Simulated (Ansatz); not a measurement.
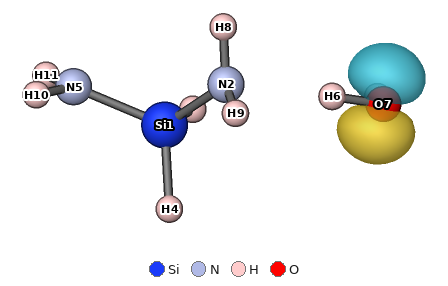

*H₆N₂Si···H₂O. The HOMO−1 at ±0.3 Å⁻³ᐟ² (yellow and cyan are the two phases), seen from one side.*

The reactant side of a reaction path; geometry: PBE0-D4/def2-TZVP.

Level of theory: RKS PBE0-D4/def2-TZVPP in Ansatz.

```yaml
atoms:
  - { symbol: Si, position_ang: [-0.5196, -0.1289, 0.6479] }
  - { symbol: N, position_ang: [0.9283, 0.4754, -0.0770] }
  - { symbol: H, position_ang: [-1.4317, -0.6743, -0.3906] }
  - { symbol: H, position_ang: [-0.0287, -1.2221, 1.5296] }
  - { symbol: N, position_ang: [-1.4554, 1.0756, 1.4246] }
  - { symbol: H, position_ang: [1.2920, -0.7913, -1.6049] }
  - { symbol: O, position_ang: [1.4881, -1.4209, -2.3182] }
  - { symbol: H, position_ang: [0.9096, 1.3715, -0.5416] }
  - { symbol: H, position_ang: [1.7983, 0.3518, 0.4179] }
  - { symbol: H, position_ang: [-1.1576, 1.5430, 2.2646] }
  - { symbol: H, position_ang: [-2.4567, 1.0813, 1.3276] }
  - { symbol: H, position_ang: [0.6332, -1.6613, -2.6799] }
```

> Where does this orbital lie, and at what energy?

It lies mainly on O7 (about 90 %) and H12 (about 5 %); largely a lone pair of O7. Its energy is −8.05 eV.
